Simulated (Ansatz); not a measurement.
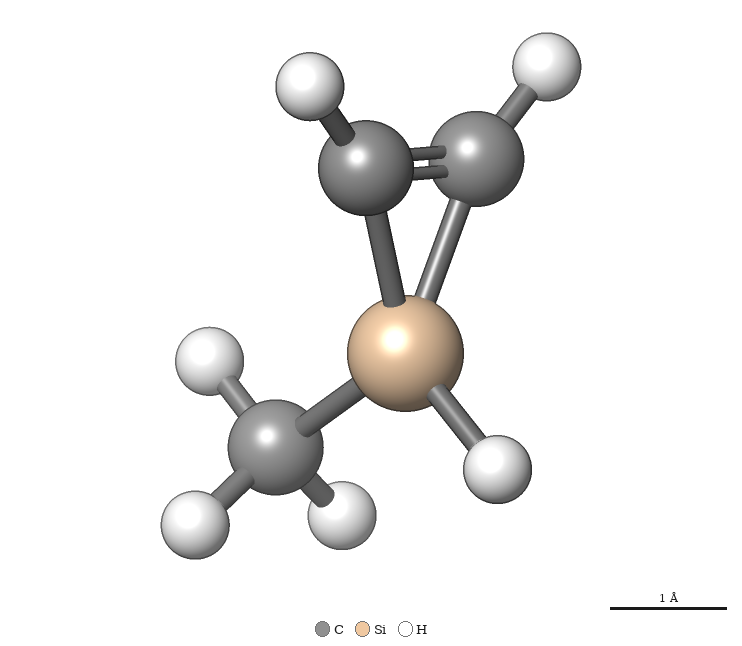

Rendered structure (ball-and-stick style).

The geometry was computed by an optimisation with PBE0-D4/def2-TZVP.

Which formula does it have?

Answer. C₃H₆Si, 10 atoms: 3 carbon, 6 hydrogen and 1 silicon.

Write the SMILES.

Answer. C[SiH]1C=C1

Count the bonded pairs by element.

Answer. 5 C–H, 3 C–Si, 1 C–C, 1 Si–H.

What is the point group of this geometry?

Answer. Cs.

The parts below concern this one geometry. Atoms keep their numbers from picture to picture.

**Geometry**

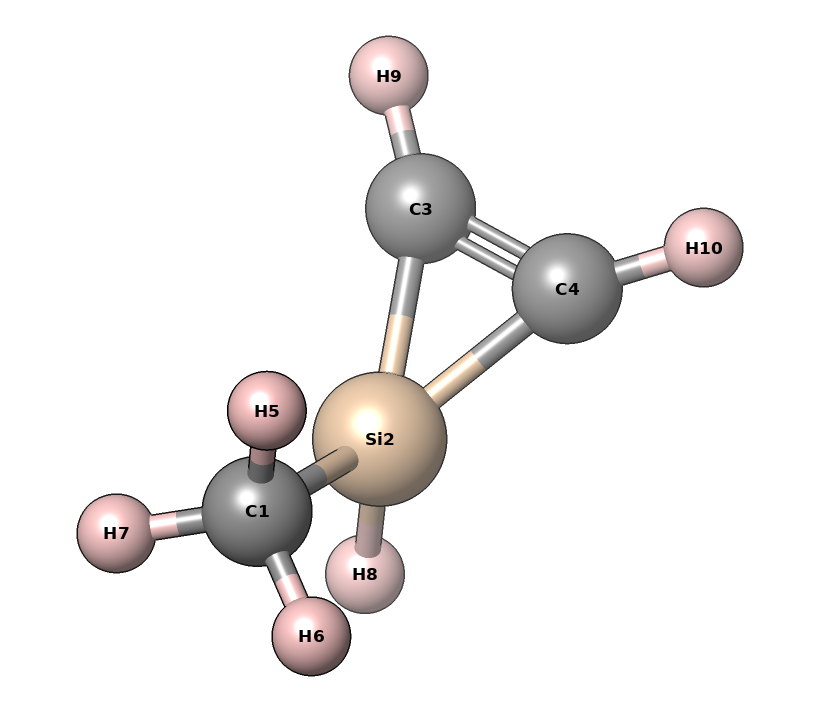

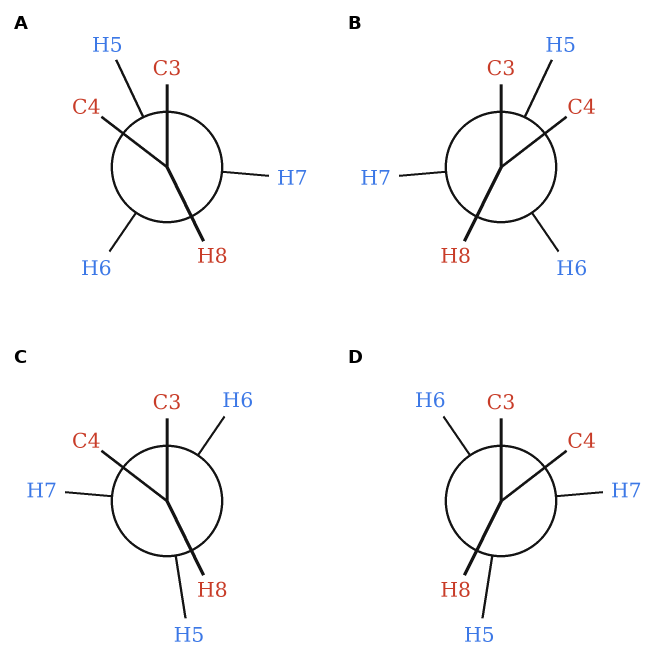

Depth is shown by fading: the farther an atom, the more it takes the colour of the background. Bonds that would overlap in a projection are set slightly apart.

Which Newman projection shows the view along Si2–C1, with Si2 in front?

Answer. A. The torsion angle C3–Si2–C1–H5 is −25°, synperiplanar.

**Vibrations**

Harmonic vibrations computed with RKS PBE0-D4/def2-TZVP (Ansatz 0.2.0) at a stationary point of the same level.

List the wavenumbers.

Answer. 24 modes: 129, 237, 238, 620, 635, 644, 721, 755, 781, 834, 922, 934, 992, 1145, 1273, 1446, 1447, 1548, 2217, 3050, 3129, 3147, 3186, 3209 cm⁻¹.

**Thermal motion**

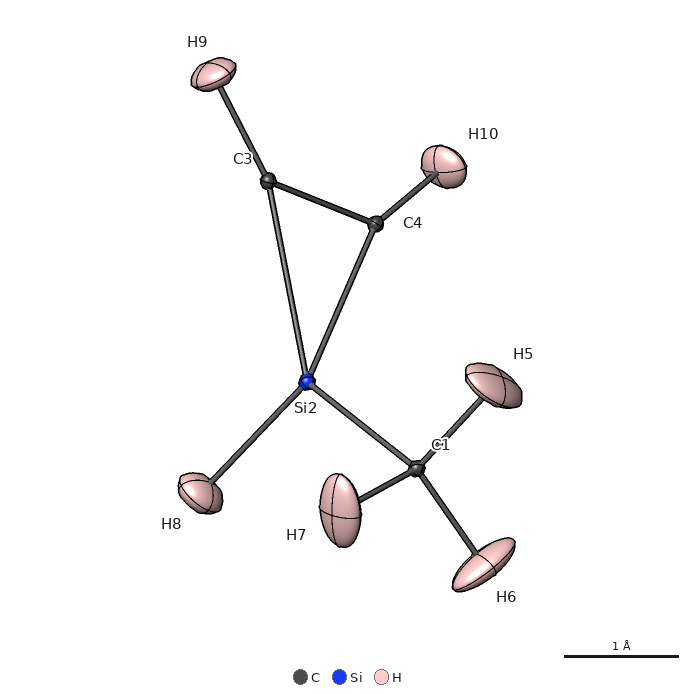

Displacement ellipsoids at the 50 % level, from the internal vibrations of the free molecule (harmonic, no overall translation or rotation; no half-axis is drawn under 0.075 Å). Vibrations computed with RKS PBE0-D4/def2-TZVP (Ansatz 0.2.0). Temperature: 0 K (zero-point motion alone).

Which atom has the largest mean-square displacement?

Answer. H6, H7, with U_eq = 0.0260 Å².

Does H6 move more along its bond or across it?

Answer. Across it: the root-mean-square amplitude is 0.079 Å along the bond and up to 0.228 Å across, since bending and torsion are softer than stretching.

List U_eq and the three principal root-mean-square amplitudes for each kind of atom.

```
   atom  U_eq (Å²)   rms amplitudes (Å)
     C1     0.0013  0.031, 0.031, 0.045
    Si2    0.00070  0.020, 0.027, 0.031
 C3, C4     0.0014  0.027, 0.034, 0.049
     H5     0.0249  0.077, 0.153, 0.213
 H6, H7     0.0260  0.079, 0.141, 0.228
     H8     0.0172  0.091, 0.140, 0.154
H9, H10     0.0161  0.077, 0.131, 0.159
```

**Charges**

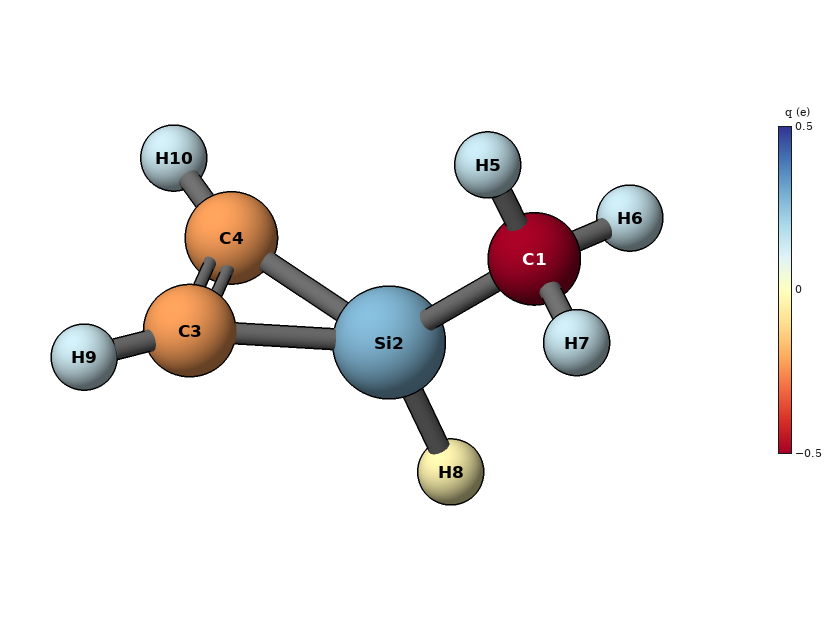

Atoms are coloured by their Mulliken charges. Properties computed with RKS PBE0-D4/def2-TZVP (Ansatz 0.2.0).

Which atom carries the highest charge (most positive or least negative)?

Answer. Si2 (0.27 e).

And the lowest?

Answer. C1 (−0.50 e).

Give the Mulliken charges atom by atom.

```json
{"atom": "C1", "value (e)": "−0.50"}
{"atom": "Si2", "value (e)": "0.27"}
{"atom": "C3", "value (e)": "−0.22"}
{"atom": "C4", "value (e)": "−0.22"}
{"atom": "H5", "value (e)": "0.15"}
{"atom": "H6", "value (e)": "0.14"}
{"atom": "H7", "value (e)": "0.14"}
{"atom": "H8", "value (e)": "−0.03"}
{"atom": "H9", "value (e)": "0.14"}
{"atom": "H10", "value (e)": "0.14"}
```

Mulliken values depend strongly on the basis set and can even reverse the polarity of a bond.
